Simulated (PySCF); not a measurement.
**PBE0/STO-3G run of BH2Cl (SMILES BCl)**

Aim: the vertical ionisation energy of BH2Cl at PBE0/STO-3G, from 2 runs. The job is set up through a Python script.

Program for the calculation: PySCF 2.14.0.

10 further runs of the same task are left out: 10 set aside as unsound or not needed.

## 1. The system as given

BH2Cl has 4 atoms, charge 0, and is taken as a singlet. SMILES: `BCl`. The coordinates come from a PBE0-D4/def2-TZVP relaxation.

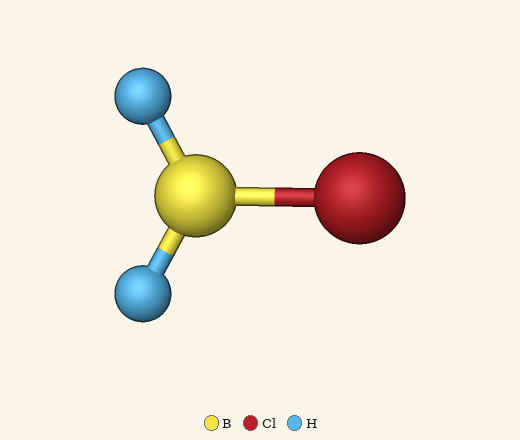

The structure, seen from a chosen angle (boron yellow, chlorine red, hydrogen blue).

## 2. A single-point energy at PBE0/STO-3G

File calc.py:

```python
from pyscf import gto, dft

mol = gto.Mole()
mol.atom = '''
B     -0.220531     0.041007    -0.142296
Cl     2.579476    -0.747009     1.362870
H     -2.090415    -1.057302     0.454290
H     -0.163650     1.649353    -1.713226
'''
mol.charge = 0
mol.unit = 'bohr'
mol.basis = 'sto-3g'
mol.max_memory = 1860
mol.verbose = 3
mol.build()

myscf = dft.RKS(mol, xc='pbe0')
myscf.conv_tol = 1e-10
myscf.grids.level = 5
myscf.kernel()
if not myscf.converged:
    myscf = myscf.newton().run(myscf.mo_coeff, myscf.mo_occ)

etot = myscf.e_tot
print('Final energy', etot)
```

Run with:

```sh
OMP_NUM_THREADS=1 python calc.py
```

Output:

```text
converged SCF energy = -480.76556285745
Final energy -480.7655628574497
```

Run time: 1.9 s. Hardware: 1 thread of Arm Neoverse V1, shared host; peak memory 0.18 GiB.

## 3. The doublet cation

File input.xyz:

```xyz
4

B     -0.116700     0.021700    -0.075300
Cl     1.365000    -0.395300     0.721200
H     -1.106200    -0.559500     0.240400
H     -0.086600     0.872800    -0.906600
```

File job.py:

```python
from pyscf import gto, dft

molecule = gto.Mole()
molecule.atom = 'input.xyz'
molecule.spin = 1
molecule.verbose = 3
molecule.max_memory = 1860
molecule.basis = 'sto-3g'
molecule.charge = 1
molecule.build()

mf = dft.UKS(molecule)
mf.xc = 'pbe0'
mf.grids.level = 5
mf.conv_tol = 1e-10
mf.kernel()
if not mf.converged:
    mf = mf.newton().run(mf.mo_coeff, mf.mo_occ)

energy = mf.e_tot
print('Final energy', energy)
```

Run with:

```sh
OMP_NUM_THREADS=1 python job.py
```

Output:

```text
WARN: HOMO -0.322507724321334 >= LUMO -0.322507724321333

converged SCF energy = -480.369510132713  <S^2> = 0.7519689  2S+1 = 2.0019679
Final energy -480.3695101327131
```

It took 3.3 s on 1 thread of Arm Neoverse V1, shared host; peak memory 0.19 GiB.

## 4. Outcome

At PBE0/STO-3G:

| quantity | value |
| --- | --- |
| singlet BH2Cl: total energy | -480.76556 Eh |
| singlet BH2Cl: dipole moment | 0.99 D |
| singlet BH2Cl: HOMO energy | -7.20 eV |
| singlet BH2Cl: LUMO energy | 0.58 eV |
| singlet BH2Cl: HOMO–LUMO gap | 7.78 eV |
| doublet cation: total energy | -480.36951 Eh |
| doublet cation: HOMO energy (highest over α and β) | -17.82 eV |
| doublet cation: LUMO energy (lowest over α and β) | -14.27 eV |
| doublet cation: ⟨S²⟩ | 0.752 |
| vertical ionisation energy (to the doublet cation) | 10.777 eV |

**Reading.** Removing an electron at fixed nuclei costs 10.78 eV (1040 kJ/mol). −ε(HOMO) before ionisation, 7.20 eV, is 3.58 eV below this ionisation energy. In a minimal basis such a difference can be off by several eV, whatever the method. Mulliken charges (singlet BH2Cl) run from -0.15 on Cl2 to +0.18 on B1; they depend strongly on the basis.
